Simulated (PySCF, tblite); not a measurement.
# C4H7F2NSi: geometry, infrared bands and NMR shifts

Wanted: the infrared bands and NMR shifts of C4H7F2NSi (`FC(F)C1=CCN[SiH2]1`), by calculation.

The runs use tblite 0.8.0 and PySCF 2.14.0, with density-fitted response routines of our own; the level of theory stands in each step. All values are computed, except where a source is named. Atoms count from 0, in the outputs and in this text.

## (1) The starting structure

15 atoms, charge 0, multiplicity 1; geometry from: force field or distance geometry start.

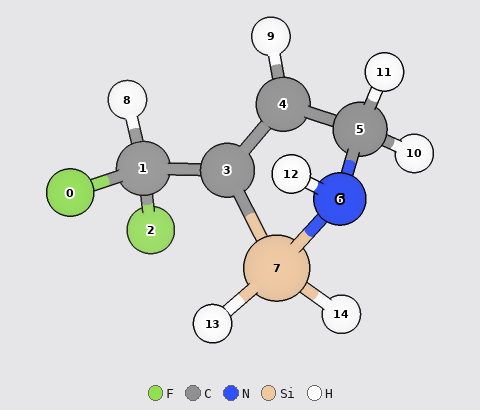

The starting geometry (fluorine green, carbon grey, nitrogen blue, silicon light orange, hydrogen white), atoms numbered.

## (2) Relaxing the molecule with GFN2-xTB

Job settings and geometry (Å):

```
{"job": {"kind": "relax", "xc": "GFN2-xTB", "basis": "xTB"}, "charge": 0, "multiplicity": 1}
F      2.478600     0.497500     1.418300
C      2.123700    -0.155100     0.232200
F      2.725300     0.518300    -0.795700
C      0.655100    -0.114900    -0.004000
C     -0.211700    -1.121700    -0.093700
C     -1.587600    -0.730000    -0.338300
N     -1.916100     0.527600     0.297300
Si    -0.399900     1.407600    -0.196200
H      2.503300    -1.210200     0.356900
H      0.125000    -2.171900    -0.006100
H     -1.757000    -0.619500    -1.441800
H     -2.307000    -1.478800     0.092300
H     -1.817100     0.397000     1.355500
H     -0.036800     2.473100     0.686400
H     -0.582100     1.788900    -1.584900
```

Run with:

```console
$ OMP_NUM_THREADS=1 python probes_run.py task.json out
```

The driver reads the jobs from task.json and runs them one after another.

**Question.** This job is followed by: GFN2-xTB harmonic vibrations, gas phase; GIAO PBE0/pcSseg-1 NMR shielding, non-relativistic, gas phase. Predict these results of the whole session: strongest single infrared mode (GFN2-xTB); zero-point energy (GFN2-xTB); 13C shifts against TMS (PBE0/pcSseg-1); 1H shifts against TMS (PBE0/pcSseg-1, means over atoms taken as alike); 19F shifts against CFCl3 (PBE0/pcSseg-1, means over atoms taken as alike); 15N shifts against NH3 (PBE0/pcSseg-1); 29Si shifts against TMS (PBE0/pcSseg-1).

The runs gave:

| quantity | value |
| --- | --- |
| strongest single infrared mode (GFN2-xTB) | 2228 cm⁻¹, 447 km/mol |
| zero-point energy (GFN2-xTB) | 64.4 kcal/mol |
| 13C shifts against TMS (PBE0/pcSseg-1) | 155.0, 143.7, 122.4, 58.6 ppm |
| 1H shifts against TMS (PBE0/pcSseg-1, means over atoms taken as alike) | 7.08, 6.67, 5.68, 4.39, -0.01 ppm |
| 19F shifts against CFCl3 (PBE0/pcSseg-1, means over atoms taken as alike) | -119.6 ppm |
| 15N shifts against NH3 (PBE0/pcSseg-1) | 17.3 ppm |
| 29Si shifts against TMS (PBE0/pcSseg-1) | -31.9 ppm |

Over 68 steps the energy fell by 0.911 eV; of the close pairs, N6–Si7 changed most, 1.821 to 1.716 Å. All 39 modes are real, so the xTB geometry is a minimum. The strongest single mode, at 2228 cm⁻¹, moves mainly H14 and H13. Unscaled tight-binding wavenumbers are off by several per cent, some by more. Its intensities can rank the bands wrongly. At PBE0/pcSseg-1: The widest tensor belongs to C4: span 225 ppm, with a paramagnetic part of -222 ppm.
